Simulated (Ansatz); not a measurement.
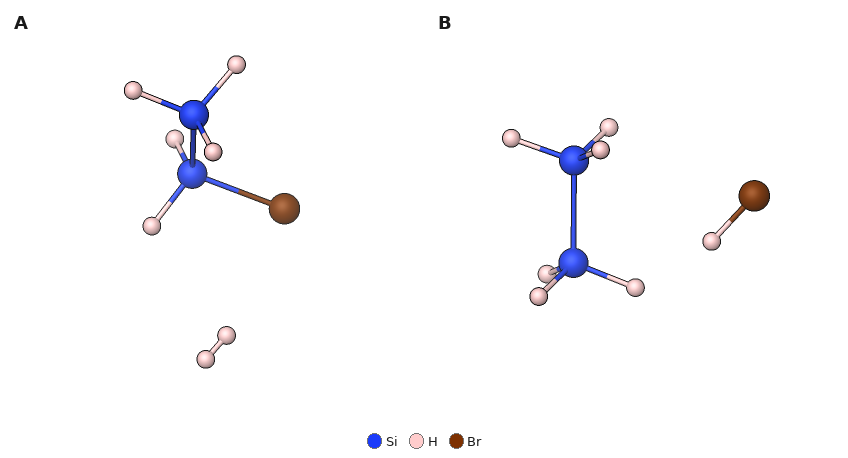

2 stationary structures of one formula. Geometries: PBE0-D4/def2-TZVP. Electronic energies: CCSD(T)/CBS (MP2 limit from def2-TZVPP and def2-QZVPP plus CCSD(T) − MP2) (Ansatz 0.2.0), without zero-point energy. Each is one conformer, not always the lowest.

### Which structure is the most stable?

A is lowest (a minimum); B lies 0.708 eV above it (a minimum).

Give E(B) − E(A) in eV at these levels too: RHF-MP2 (frozen core)/def2-QZVPP; PBE0-D4/def2-TZVPP; SPW92 (LDA)/def2-TZVPP; PBE0-D4/def2-SVP; SPW92 (LDA)/def2-SVP; direct RPA on PBE orbitals (frozen core)/def2-TZVPP; r2SCAN0-D4/def2-TZVPP; B97M-V/def2-TZVPP.

```json
{"level": "RHF-MP2 (frozen core)/def2-QZVPP", "E(B) − E(A) (eV)": "+0.783"}
{"level": "PBE0-D4/def2-TZVPP", "E(B) − E(A) (eV)": "+0.677"}
{"level": "SPW92 (LDA)/def2-TZVPP", "E(B) − E(A) (eV)": "+0.560"}
{"level": "PBE0-D4/def2-SVP", "E(B) − E(A) (eV)": "+0.561"}
{"level": "SPW92 (LDA)/def2-SVP", "E(B) − E(A) (eV)": "+0.482"}
{"level": "direct RPA on PBE orbitals (frozen core)/def2-TZVPP", "E(B) − E(A) (eV)": "+0.595"}
{"level": "r2SCAN0-D4/def2-TZVPP", "E(B) − E(A) (eV)": "+0.709"}
{"level": "B97M-V/def2-TZVPP", "E(B) − E(A) (eV)": "+0.613"}
```
